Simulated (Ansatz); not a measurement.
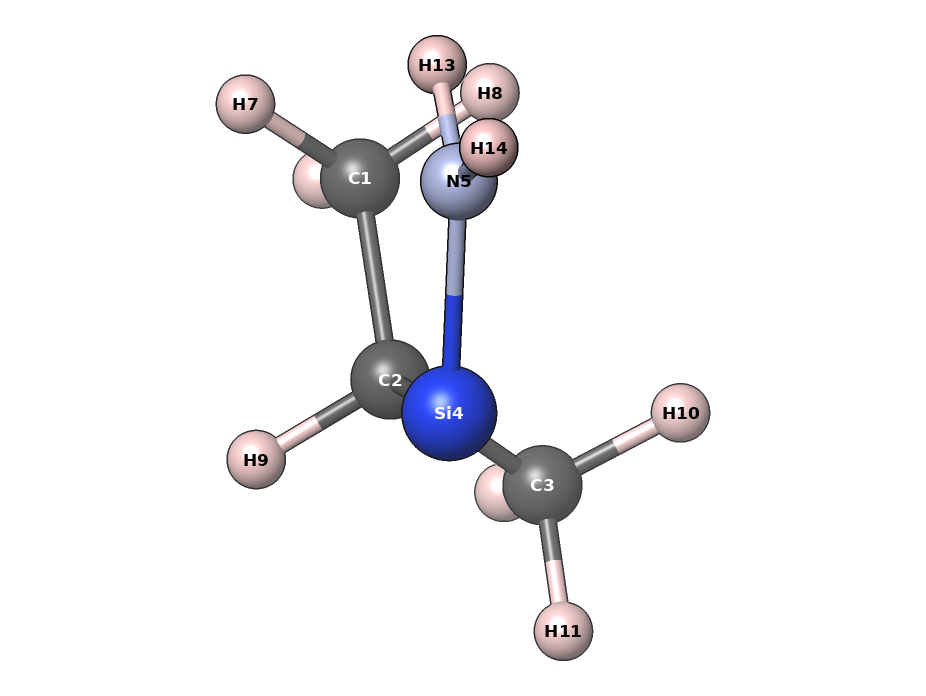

C2 lies behind Si4. The molecule seen a little off the Si4–C2 bond, Si4 in front. Distant atoms are faded towards the background colour. The geometry was computed by an optimisation with PBE0-D4/def2-TZVP.

Q: What is the torsion angle N5–Si4–C2–C1? The sign is positive where the front bond must turn clockwise to cover the back bond.

A: −3°, synperiplanar (eclipsed).
